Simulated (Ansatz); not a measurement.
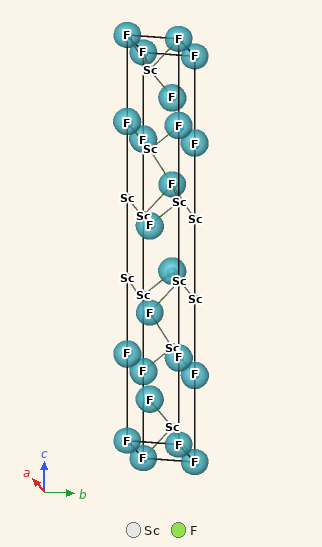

Sc₂F₃. Isosurface of the ELF at 0.7 (cyan), seen at an oblique angle. Core shells and regions of very low density are left out. Sticks mark near contacts.

Space group R-3m; started from the tetradymite_166 prototype, which need not be the ambient phase; spin-polarised.

Level of theory: DFT r2SCAN, scalar-relativistic, plane waves, PAW (Ansatz 0.2.0).

In a PAW calculation such maps are meaningful between the atoms, not at the nuclei.

Where are the electrons localised?

The surface consists of nine regions wrapped around F (the valence shell of each), counted in one cell of 15 atoms. Any copies at cell faces, edges or corners count once. Profiles from the grid: Sc–F (2.18 Å): the ELF peaks at about 0.80 in the valence shell of F, 0.6 Å from its nucleus, and drops to about 0.05 between the two atoms: no localised pair shows between them. Sc–F (2.50 Å): the ELF is about 0.05 at the midpoint: no localised pair shows between them.

Which magnetic arrangement did the calculation end in?

Parallel moments (a ferromagnetic arrangement) in this solution; site moments Sc: +0.6 μB (×6) in one cell of 15 atoms, with smaller moments on F (up to +0.10 μB).
